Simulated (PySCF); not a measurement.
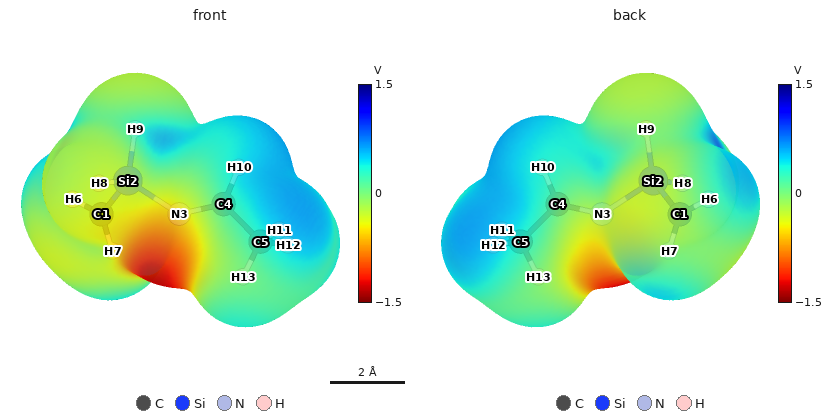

Figure 1: C$_{3}$H$_{8}$NSi (SMILES [CH2][SiH2]/N=C/C) (doublet). The electrostatic potential painted on the density surface at 0.001 e/bohr³, seen from the front and from behind; red is negative and blue positive.

Geometry: GFN2-xTB.

These are results of UKS B3LYP, pcH-1 on C H N Si, non-relativistic, mean-field spin-orbit, GIAO in PySCF, not measurements.

The calculation's input:

```
{"job": {"kind": "epr", "basis": "pcH-1"}, "charge": 0, "multiplicity": 2}
C      2.488850     0.878030     0.272271
Si     1.536968    -0.680890     0.027221
N     -0.101057    -0.202011     0.273740
C     -1.143418    -0.281209    -0.407388
C     -2.455153     0.226630     0.086220
H      3.528952     0.959193     0.011652
H      2.064234     1.752152     0.732288
H      1.738650    -1.685674     1.081783
H      1.872521    -1.286122    -1.274371
H     -1.175261    -0.726230    -1.413856
H     -3.179054    -0.587113     0.104819
H     -2.831582     0.988435    -0.595146
H     -2.349038     0.645293     1.083040
```

Launched as:

```sh
OMP_NUM_THREADS=1 python probes_run.py task.json out
```

Describe the electrostatic potential map.

The most negative region (about −1.3 V) lies over N3, the most positive (about +0.7 V) over Si2. N3 is the likeliest acceptor of a hydrogen bond.
